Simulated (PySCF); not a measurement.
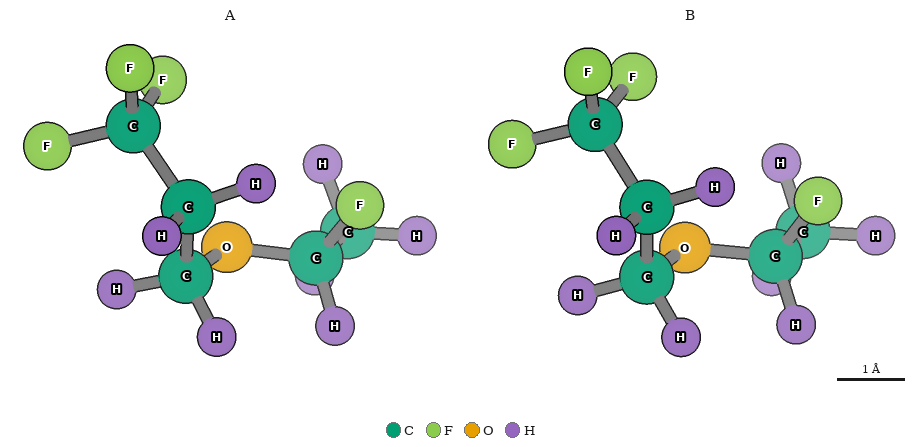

Two geometries of C5H8F4O, drawn at one scale. One is the start of a relaxation, the other its converged end. Style: ball-and-stick. Shown from a free direction.

These are results of PBE0-D3(BJ)/def2-SVP geometry optimisation, gas phase (PySCF 2.14.0, density-fitted response routines), not measurements. 

Q: Which geometry has the lower energy?

A: Structure B is the relaxed one. The start comes from GFN2-xTB. Its atoms were then displaced at random by about 0.01 Å. An F atom moves most after the best rigid fit: 0.17 Å. Largest moves by element: F 0.17 Å, H 0.10 Å, C 0.07 Å, O 0.04 Å. Some distances before and after: C–H 1.049 → 1.098 Å, C–O 1.444 → 1.405 Å, C–C 1.535 → 1.501 Å, C–H 1.076 → 1.106 Å. Among the angles between lasting bonds that change: H–C–H 112.5° → 109.3°, C–C–H 106.0° → 108.8°, H–C–H 111.8° → 109.4°. After 11 geometry steps the energy has fallen by 3.72 kcal/mol. The run took 4.1 min on 1 thread of Arm Neoverse V1, with other jobs on the host.
